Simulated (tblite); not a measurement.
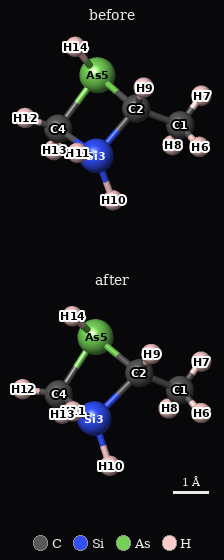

The structure of C₃H₉AsSi before (top) and after (bottom) a relaxation, at one scale.

A ball-and-stick model, seen at a tilt.

Theory: GFN2-xTB geometry optimisation, gas phase (tblite). 

Question: Summarise the run.

Answer: Over 78 geometry steps the energy falls by 6.58 kcal/mol. The atom that moves furthest after the best rigid fit is H12 (0.41 Å). Largest moves by element: H 0.41 Å, As 0.23 Å, Si 0.12 Å, C 0.12 Å. Some distances before and after: C2–Si3 1.852 → 1.915 Å, C2–As5 1.974 → 2.020 Å, As5–H14 1.554 → 1.514 Å, Si3–C4 1.874 → 1.907 Å. Among the angles between lasting bonds that change: H10–Si3–H11 117.5° → 111.5°, Si3–C4–H12 111.3° → 117.3°, Si3–C2–As5 98.1° → 92.2°.
